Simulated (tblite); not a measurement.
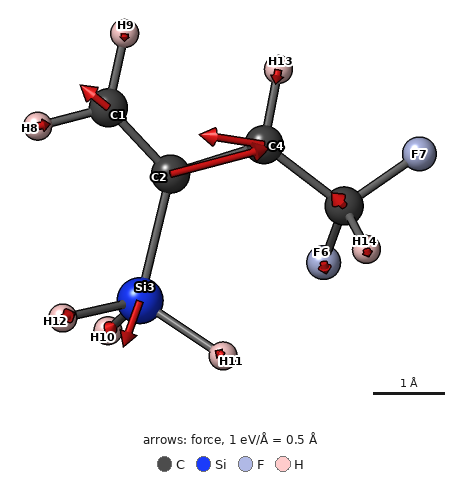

Starting geometry of C$_{4}$H$_{7}$F$_{2}$Si (multiplicity 2) with the computed forces as red arrows. A ball-and-stick model, seen at a tilt.

These are results of GFN2-xTB geometry optimisation, gas phase in tblite, not measurements. 

What follows when this structure is relaxed?

Answer. It isn't relaxed: the largest force vector, on a C atom, is 3.08 eV/Å. The final displacements have little in common with the starting forces (cosine between the two patterns 0.18). An H atom moves most after the best rigid fit: 0.26 Å. By element the largest moves are H 0.26 Å, F 0.17 Å, C 0.08 Å, Si 0.05 Å. Among the contacts that change: C–C 1.461 → 1.383 Å, C–Si 1.857 → 1.903 Å, H–Si 1.497 → 1.464 Å, C–C 1.347 → 1.375 Å. Among the angles between lasting bonds that change: C–C–C 127.2° → 123.7°, C–C–H 118.0° → 121.3°, F–C–H 109.1° → 106.1°. The energy falls by 18.5 kJ/mol in 78 geometry steps.
